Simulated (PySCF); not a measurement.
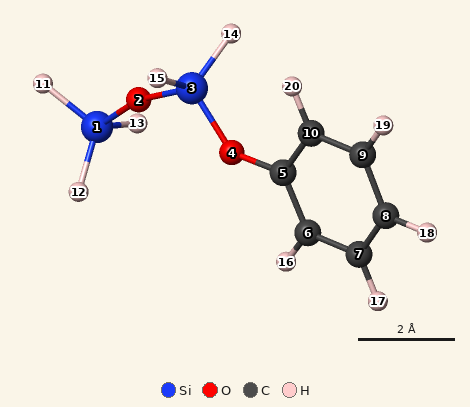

*The structure as given in the input (ball-and-stick view, seen at a tilt; atoms are numbered from 1 in the order of the input).*

## Run report: C$_{6}$H$_{10}$O$_{2}$Si$_{2}$, geometry relaxation (part 1 of 2)

System: C$_{6}$H$_{10}$O$_{2}$Si$_{2}$, SMILES [SiH3]O[SiH2]Oc1ccccc1.
Method: PBE0-D3(BJ)/def2-SVP geometry optimisation, gas phase (PySCF 2.14.0).

It belongs to a series of runs on one base structure; here: H on Si replaced by OSiH3.

Input
```
{"job": {"xc": "PBE0", "basis": "def2-SVP", "d3": "d3bj", "grid": 1, "shake": 0.01, "kind": "geom"}, "charge": 0, "multiplicity": 1}
Si     4.283790    -0.149910    -0.855220
O      2.983720     0.754750    -0.398970
Si     1.517060     1.260440     0.059890
O      0.577700     0.017140    -0.233880
C     -0.784240    -0.173750    -0.075350
C     -1.332480    -1.387120    -0.440780
C     -2.673310    -1.623310    -0.285150
C     -3.489610    -0.631190     0.231680
C     -2.963740     0.587130     0.626320
C     -1.609880     0.816910     0.469930
H      5.320550     0.856460    -1.027190
H      3.930760    -0.801770    -2.102230
H      4.531190    -1.069890     0.197040
H      1.595760     1.548260     1.505860
H      1.204350     2.403730    -0.764930
H     -0.678420    -2.136120    -0.838550
H     -3.095210    -2.564720    -0.576770
H     -4.572130    -0.811200     0.359990
H     -3.598210     1.347780     1.016160
H     -1.198660     1.771800     0.752530
```

The first line tells a small driver script what to run in PySCF; the rest is the geometry in Å.

Run as:
```bash
OMP_NUM_THREADS=1 python <driver script> task.json out
```

Log
```
step   0  E = -963.04980156  max force = 0.066137
step   1  E = -963.06556974  max force = 0.011674
step   2  E = -963.06604129  max force = 0.005030
step   3  E = -963.06607871  max force = 0.003630
step   4  E = -963.06627314  max force = 0.001757
step   5  E = -963.06626257  max force = 0.002397
step   6  E = -963.06632358  max force = 0.001386
step   7  E = -963.06636959  max force = 0.001430
step   8  E = -963.06641892  max force = 0.001438
step   9  E = -963.06650407  max force = 0.001370
step  10  E = -963.06663613  max force = 0.001380
step  11  E = -963.06680835  max force = 0.001219
step  12  E = -963.06692254  max force = 0.001569
step  13  E = -963.06694838  max force = 0.001260
step  14  E = -963.06696330  max force = 0.000484
step  15  E = -963.06696706  max force = 0.000199
optimisation converged
```

Trajectory as extended XYZ (Å, eV, eV/Å), 16 frames, from step=0 to step=15
```
20
Properties=species:S:1:pos:R:3:forces:R:3 step=0 energy=-26205.91991
Si    4.2838   -0.1499   -0.8552   -1.1293   1.3627  -0.1953
O     2.9837    0.7548   -0.3990    0.3552   0.0956  -0.0411
Si    1.5171    1.2604    0.0599    2.1833   1.2901   0.7152
O     0.5777    0.0171   -0.2339   -3.4009  -2.4446  -0.4043
C    -0.7842   -0.1737   -0.0754    1.0729   0.8019   0.2873
C    -1.3325   -1.3871   -0.4408    0.6334  -0.0957  -0.1202
C    -2.6733   -1.6233   -0.2852   -0.4857   0.4139   0.1291
C    -3.4896   -0.6312    0.2317   -1.2821  -0.1708   0.3382
C    -2.9637    0.5871    0.6263    0.4537  -0.6675  -0.4987
C    -1.6099    0.8169    0.4699    0.4474  -0.1417  -0.2237
H     5.3205    0.8565   -1.0272    0.8728   0.1437  -0.1770
H     3.9308   -0.8018   -2.1022    0.0900  -0.5400  -0.7284
H     4.5312   -1.0699    0.1970    0.5845  -1.1325   0.9765
H     1.5958    1.5483    1.5059   -0.2551   0.2265   0.2812
H     1.2044    2.4037   -0.7649   -0.4787   0.8166  -0.3450
H    -0.6784   -2.1361   -0.8386    0.4881  -0.5583  -0.3163
H    -3.0952   -2.5647   -0.5768   -0.2545  -0.6838  -0.2017
H    -4.5721   -0.8112    0.3600    0.3973   0.0063  -0.1001
H    -3.5982    1.3478    1.0162   -0.5865   0.7577   0.4389
H    -1.1987    1.7718    0.7525    0.2941   0.5198   0.1854
20
Properties=species:S:1:pos:R:3:forces:R:3 step=1 energy=-26206.34898
Si    3.3118    0.2336   -0.1298    0.1217  -0.1867   0.1182
O     2.0175    1.1715    0.3076   -0.0220  -0.0337  -0.0162
Si    0.4990    1.6056    0.7119   -0.6003  -0.1581  -0.0142
O    -0.5119    0.2866    0.3941    0.5931   0.4533   0.0285
C    -1.8456    0.1462    0.5245    0.0192  -0.1355  -0.0754
C    -2.3971   -1.0806    0.1370   -0.0279  -0.0242   0.0302
C    -3.7643   -1.2963    0.2622   -0.0288  -0.1662  -0.0464
C    -4.5998   -0.3004    0.7683    0.0736   0.0211  -0.0859
C    -4.0464    0.9219    1.1372   -0.2164   0.2080   0.1177
C    -2.6782    1.1542    1.0185    0.0550   0.0859   0.0472
H     4.4978    1.1190   -0.3190   -0.0531   0.0159   0.0046
H     3.0349   -0.4914   -1.4065   -0.0411   0.0330   0.0514
H     3.6224   -0.7632    0.9527   -0.0813   0.1333  -0.1434
H     0.4036    1.9450    2.1605    0.0953  -0.0685  -0.0215
H     0.0607    2.7759   -0.1061    0.0735  -0.1103  -0.0156
H    -1.7273   -1.8496   -0.2563   -0.0342   0.0385   0.0274
H    -4.1850   -2.2610   -0.0410    0.0326   0.0690   0.0190
H    -5.6726   -0.4719    0.8538   -0.0653  -0.0078   0.0408
H    -4.6933    1.7180    1.5284    0.1156  -0.1113  -0.0598
H    -2.2611    2.1227    1.3136   -0.0092  -0.0556  -0.0066
20
Properties=species:S:1:pos:R:3:forces:R:3 step=2 energy=-26206.36181
Si    3.2839    0.2427   -0.1197   -0.0209  -0.0401   0.0385
O     1.9960    1.1893    0.3135    0.0991   0.0366  -0.0203
Si    0.4772    1.6197    0.7150   -0.2059  -0.1463  -0.0123
O    -0.4865    0.2835    0.3830    0.1313   0.0047  -0.0490
C    -1.8197    0.1180    0.5099   -0.2289   0.1091   0.0868
C    -2.3959   -1.1015    0.1333    0.2586  -0.0487  -0.0525
C    -3.7659   -1.3018    0.2584    0.0220   0.1393   0.0501
C    -4.5822   -0.2863    0.7608   -0.1507  -0.0448  -0.0055
C    -4.0194    0.9309    1.1365    0.1121  -0.1092  -0.0554
C    -2.6453    1.1305    1.0114   -0.0300   0.1469   0.0539
H     4.4685    1.1263   -0.3117   -0.0016   0.0031  -0.0058
H     2.9876   -0.4789   -1.3907   -0.0012  -0.0062  -0.0023
H     3.5768   -0.7469    0.9602   -0.0074   0.0105  -0.0235
H     0.4016    1.9439    2.1658    0.0003  -0.0160   0.0030
H     0.0453    2.7787   -0.1128   -0.0073  -0.0241  -0.0088
H    -1.7394   -1.8809   -0.2573    0.0020  -0.0278  -0.0079
H    -4.2000   -2.2597   -0.0394    0.0101   0.0191   0.0049
H    -5.6583   -0.4450    0.8561   -0.0104  -0.0059   0.0058
H    -4.6480    1.7339    1.5308    0.0203  -0.0223  -0.0128
H    -2.2113    2.0892    1.3085    0.0083   0.0223   0.0129
20
Properties=species:S:1:pos:R:3:forces:R:3 step=3 energy=-26206.36283
Si    3.2446    0.2093   -0.1227   -0.0998   0.0558  -0.0258
O     1.9848    1.1914    0.3111    0.1486   0.1004  -0.0146
Si    0.4735    1.6444    0.7177    0.0904  -0.0916   0.0008
O    -0.4823    0.3146    0.3857   -0.0338   0.0754   0.0248
C    -1.8159    0.1539    0.5207    0.0537  -0.0524   0.0034
C    -2.3527   -1.0796    0.1359   -0.1775   0.1651   0.0710
C    -3.7216   -1.2943    0.2534   -0.0746  -0.1191  -0.0376
C    -4.5723   -0.3037    0.7490    0.1716   0.0226   0.0171
C    -4.0231    0.9176    1.1345   -0.0186   0.0264   0.0118
C    -2.6534    1.1568    1.0268   -0.0124  -0.1867  -0.0895
H     4.4464    1.0644   -0.3287    0.0266  -0.0074  -0.0099
H     2.9136   -0.5095   -1.3852    0.0206  -0.0280  -0.0302
H     3.5125   -0.7775    0.9576    0.0348  -0.0685   0.0578
H     0.4204    1.9634    2.1693   -0.0509   0.0255   0.0203
H     0.0557    2.7993   -0.1173   -0.0469   0.0420  -0.0041
H    -1.6796   -1.8463   -0.2508    0.0001   0.0028  -0.0003
H    -4.1335   -2.2586   -0.0495   -0.0294  -0.0583  -0.0171
H    -5.6465   -0.4849    0.8408    0.0656   0.0112  -0.0179
H    -4.6667    1.7042    1.5287   -0.0644   0.0755   0.0374
H    -2.2390    2.1205    1.3348   -0.0039   0.0092   0.0027
20
Properties=species:S:1:pos:R:3:forces:R:3 step=4 energy=-26206.36812
Si    3.2574    0.2151   -0.1219   -0.0333  -0.0184  -0.0034
O     1.9949    1.1954    0.3096    0.0579   0.0825  -0.0033
Si    0.4780    1.6383    0.7135   -0.0280  -0.0714   0.0017
O    -0.4865    0.3110    0.3833    0.0239   0.0688   0.0106
C    -1.8208    0.1521    0.5195    0.0063  -0.0389  -0.0051
C    -2.3663   -1.0772    0.1347   -0.0164  -0.0397  -0.0147
C    -3.7334   -1.3024    0.2525    0.0428   0.0903   0.0286
C    -4.5690   -0.3035    0.7550   -0.0778  -0.0150   0.0102
C    -4.0254    0.9203    1.1389    0.0138  -0.0193  -0.0080
C    -2.6561    1.1553    1.0250    0.0193  -0.0414  -0.0229
H     4.4611    1.0695   -0.3263    0.0017  -0.0011  -0.0026
H     2.9374   -0.5077   -1.3868    0.0037  -0.0063  -0.0021
H     3.5304   -0.7743    0.9606    0.0041  -0.0127   0.0080
H     0.4092    1.9614    2.1648   -0.0052   0.0033   0.0025
H     0.0493    2.7948   -0.1177   -0.0026   0.0064  -0.0040
H    -1.6934   -1.8429   -0.2554    0.0118   0.0030  -0.0008
H    -4.1491   -2.2664   -0.0510   -0.0006   0.0062   0.0030
H    -5.6423   -0.4808    0.8482   -0.0087   0.0055   0.0015
H    -4.6705    1.7081    1.5345   -0.0121   0.0016   0.0022
H    -2.2398    2.1193    1.3308   -0.0007  -0.0034  -0.0016
20
Properties=species:S:1:pos:R:3:forces:R:3 step=5 energy=-26206.36783
Si    3.2661    0.2288   -0.1167    0.0085  -0.0644   0.0092
O     2.0018    1.2096    0.3096    0.0083   0.0699   0.0004
Si    0.4771    1.6343    0.7079   -0.0775  -0.0353   0.0063
O    -0.4809    0.3023    0.3738   -0.0070  -0.0480  -0.0301
C    -1.8150    0.1338    0.5090   -0.0461   0.0462   0.0236
C    -2.3760   -1.0891    0.1270    0.0717   0.0148   0.0020
C    -3.7452   -1.2945    0.2577   -0.0549  -0.1130  -0.0323
C    -4.5794   -0.2974    0.7655    0.0946   0.0152  -0.0196
C    -4.0188    0.9201    1.1430   -0.0123   0.0217   0.0114
C    -2.6476    1.1368    1.0166   -0.0026   0.1233   0.0525
H     4.4717    1.0820   -0.3182   -0.0121   0.0031   0.0020
H     2.9552   -0.4973   -1.3829   -0.0069   0.0056   0.0127
H     3.5387   -0.7613    0.9686   -0.0132   0.0194  -0.0204
H     0.3938    1.9575    2.1592    0.0178  -0.0115  -0.0074
H     0.0375    2.7903   -0.1209    0.0202  -0.0167  -0.0033
H    -1.7147   -1.8624   -0.2687   -0.0194  -0.0091   0.0003
H    -4.1704   -2.2553   -0.0441    0.0097   0.0008  -0.0008
H    -5.6531   -0.4675    0.8632   -0.0062  -0.0110   0.0012
H    -4.6527    1.7166    1.5427    0.0301  -0.0148  -0.0102
H    -2.2230    2.0983    1.3193   -0.0027   0.0039   0.0022
20
Properties=species:S:1:pos:R:3:forces:R:3 step=6 energy=-26206.36949
Si    3.2590    0.2222   -0.1178    0.0034  -0.0558   0.0067
O     2.0005    1.2102    0.3090    0.0202   0.0713  -0.0022
Si    0.4773    1.6385    0.7086   -0.0612  -0.0256   0.0096
O    -0.4821    0.3082    0.3754    0.0132  -0.0127  -0.0190
C    -1.8159    0.1417    0.5118   -0.0291   0.0128   0.0089
C    -2.3698   -1.0840    0.1278    0.0347   0.0091   0.0051
C    -3.7379   -1.2974    0.2557   -0.0295  -0.0577  -0.0152
C    -4.5737   -0.3015    0.7635    0.0440   0.0138  -0.0118
C    -4.0202    0.9188    1.1432   -0.0120   0.0026   0.0041
C    -2.6501    1.1436    1.0197    0.0081   0.0636   0.0280
H     4.4684    1.0692   -0.3217   -0.0092   0.0027   0.0013
H     2.9422   -0.5032   -1.3828   -0.0056   0.0028   0.0099
H     3.5274   -0.7677    0.9681   -0.0103   0.0129  -0.0152
H     0.3974    1.9624    2.1598    0.0127  -0.0103  -0.0042
H     0.0404    2.7952   -0.1200    0.0149  -0.0129  -0.0047
H    -1.7039   -1.8535   -0.2674   -0.0100  -0.0034   0.0011
H    -4.1590   -2.2595   -0.0472    0.0056   0.0031   0.0008
H    -5.6470   -0.4755    0.8600   -0.0058  -0.0064   0.0027
H    -4.6586    1.7114    1.5424    0.0169  -0.0096  -0.0061
H    -2.2293    2.1065    1.3235   -0.0010  -0.0004   0.0003
20
Properties=species:S:1:pos:R:3:forces:R:3 step=7 energy=-26206.37075
Si    3.2461    0.2139   -0.1182   -0.0055  -0.0416   0.0026
O     1.9998    1.2178    0.3079    0.0331   0.0735  -0.0064
Si    0.4775    1.6476    0.7091   -0.0266  -0.0100   0.0141
O    -0.4804    0.3175    0.3758    0.0060  -0.0046  -0.0137
C    -1.8138    0.1497    0.5134   -0.0108  -0.0014   0.0023
C    -2.3612   -1.0784    0.1276    0.0145  -0.0076   0.0009
C    -3.7282   -1.3009    0.2533   -0.0022  -0.0023   0.0014
C    -4.5663   -0.3075    0.7620    0.0097   0.0086  -0.0068
C    -4.0188    0.9152    1.1437   -0.0157   0.0062   0.0058
C    -2.6502    1.1496    1.0226    0.0021  -0.0021   0.0030
H     4.4640    1.0472   -0.3262   -0.0046   0.0019   0.0005
H     2.9181   -0.5104   -1.3807   -0.0033  -0.0022   0.0057
H     3.5042   -0.7754    0.9697   -0.0057   0.0023  -0.0072
H     0.4017    1.9714    2.1603    0.0027  -0.0094   0.0000
H     0.0430    2.8051   -0.1189    0.0051  -0.0083  -0.0066
H    -1.6909   -1.8437   -0.2679   -0.0006  -0.0012   0.0005
H    -4.1445   -2.2645   -0.0509    0.0030   0.0018   0.0009
H    -5.6392   -0.4858    0.8581   -0.0014  -0.0004   0.0039
H    -4.6618    1.7033    1.5433    0.0017  -0.0009  -0.0004
H    -2.2339    2.1139    1.3277   -0.0016  -0.0023  -0.0004
20
Properties=species:S:1:pos:R:3:forces:R:3 step=8 energy=-26206.37209
Si    3.2261    0.2030   -0.1182   -0.0132  -0.0278  -0.0013
O     2.0003    1.2334    0.3055    0.0418   0.0740  -0.0123
Si    0.4776    1.6617    0.7087    0.0115   0.0104   0.0202
O    -0.4766    0.3306    0.3745   -0.0048   0.0143  -0.0033
C    -1.8094    0.1584    0.5137    0.0131  -0.0262  -0.0085
C    -2.3468   -1.0732    0.1252   -0.0359   0.0076   0.0132
C    -3.7124   -1.3037    0.2507    0.0129   0.0215   0.0076
C    -4.5547   -0.3146    0.7614   -0.0519  -0.0016   0.0018
C    -4.0180    0.9119    1.1467    0.0258  -0.0402  -0.0188
C    -2.6506    1.1534    1.0254    0.0197  -0.0062  -0.0027
H     4.4583    1.0130   -0.3324   -0.0005   0.0011   0.0003
H     2.8813   -0.5199   -1.3767   -0.0015  -0.0071   0.0023
H     3.4670   -0.7852    0.9738   -0.0019  -0.0075  -0.0002
H     0.4059    1.9849    2.1601   -0.0078  -0.0096   0.0036
H     0.0441    2.8203   -0.1177   -0.0048  -0.0052  -0.0087
H    -1.6715   -1.8334   -0.2716    0.0029   0.0039   0.0019
H    -4.1236   -2.2688   -0.0549   -0.0053   0.0006   0.0019
H    -5.6265   -0.5000    0.8573   -0.0017  -0.0023   0.0024
H    -4.6661    1.6946    1.5477   -0.0041   0.0001   0.0011
H    -2.2392    2.1191    1.3322    0.0059   0.0004  -0.0005
```
